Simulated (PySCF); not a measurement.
CH₇NO, SMILES `N.CO`.

Method: PBE0/def2-SVP; geometry: GFN2-xTB; program: PySCF. The pair's geometry is semi-empirical, so its contact may be too short or too long. Without diffuse functions Rydberg states are missing, so the states' numbers hold for this basis only.

The calculation's input:

```python
import numpy as np
from pyscf import gto, scf, dft, tdscf
from pyscf.scf import atom_ks, atom_hf
from scipy.linalg import block_diag

def solve(mol, dm0=None, hcore=None):
    mf = (dft.UKS if mol.spin else dft.RKS)(mol, xc='pbe0')
    mf.grids.level = 3
    mf = mf.density_fit(auxbasis='def2-universal-jkfit')
    mf.conv_tol, mf.max_cycle = 1e-8, 80
    if hcore is not None:
        mf.get_hcore = lambda *args: hcore
    mf.kernel(dm0)
    if not mf.converged:
        mf = mf.newton().run(mf.mo_coeff, mf.mo_occ, max_cycle=30)
    assert mf.converged, 'SCF not converged'
    return mf

mol = gto.M(atom='''
N     -2.21862    -0.19362    -0.09085
H     -1.25309     0.11700    -0.05548
H     -2.78075     0.61013    -0.34563
H     -2.48062    -0.45274     0.85327
C      1.52154    -0.52949    -0.04493
O      0.81700     0.67988     0.12491
H      0.92996    -1.30356     0.43977
H      2.50983    -0.48594     0.42364
H      1.63524    -0.78144    -1.10359
H      1.30458     1.38980    -0.30569
''', basis='def2-svp', charge=0, spin=0, verbose=4)
mf = solve(mol)
td = mf.TDA()
td.nstates, td.singlet, td.conv_tol = 5, True, 1e-5
td.kernel()
td.analyze()
x, y = np.array([p[0] for p in td.xy]), np.array([p[1] + 0 * p[0] for p in td.xy])
f, mu = td.oscillator_strength(), td.transition_dipole()
nto = [td.get_nto(state=i + 1, verbose=4) for i in range(len(td.e))]
# spherically averaged free atoms, for the promolecule
atm = atom_ks.get_atm_nrks(mol, xc='pbe0')
pro = block_diag(*[(atm[a[0]][2] * atm[a[0]][3]) @ atm[a[0]][2].T for a in mol._atom])
np.savez('result.npz', e=td.e, f=f, ok=td.converged, w=[n[0] for n in nto], nto=[n[1] for n in nto], x=x, y=y, c=mf.mo_coeff, occ=mf.mo_occ, eps=mf.mo_energy, pro=pro, mu=mu)
```

Launched as:

```sh
OMP_NUM_THREADS=1 python input.py
```

The run took 66 s on 1 thread of Arm Neoverse V1 (shared host), peak memory 0.47 GiB.

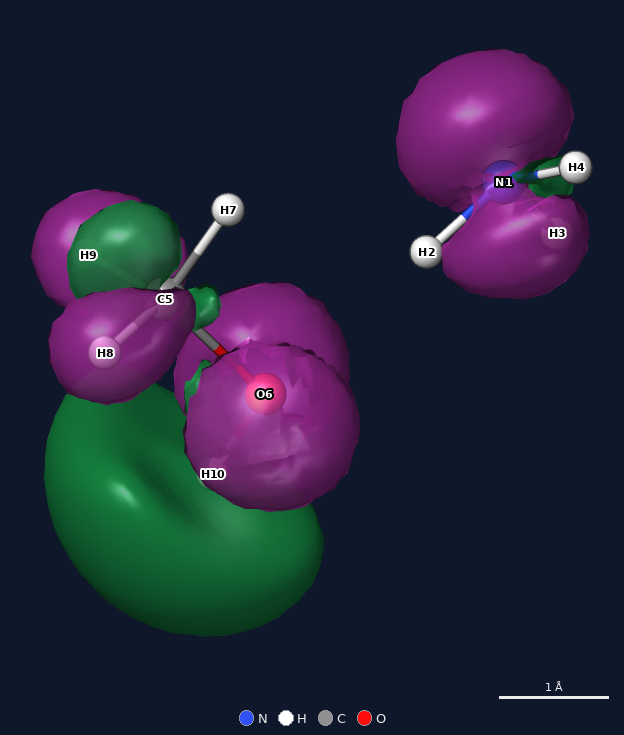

Unrelaxed difference density of S₂ less the ground state (TDA singlet states), ±0.02 e/Å³; green: gain, purple: loss.

### How does the charge move on excitation?

0.80 e is displaced in all, of which about 0.5 e passes between atoms: O6 (0.33 e) and N1 (0.18 e) lose electrons and H10 (0.34 e) and H4 (0.05 e) gain them. The state: 7.61 eV (163 nm), f = 0.013, partly diffuse acceptor orbital, which a basis without diffuse functions describes poorly; the leading pair carries 79 %; hole on O6 (49 %), N1 (24 %) and C5 (9 %), electron on H10 (37 %), O6 (16 %) and C5 (11 %) (atom shares of so diffuse an orbital are rough) (shares are of the whole state, not of the leading pair alone); their centroids lie 0.9 Å apart; S₃ lies within 0.1 eV of it.
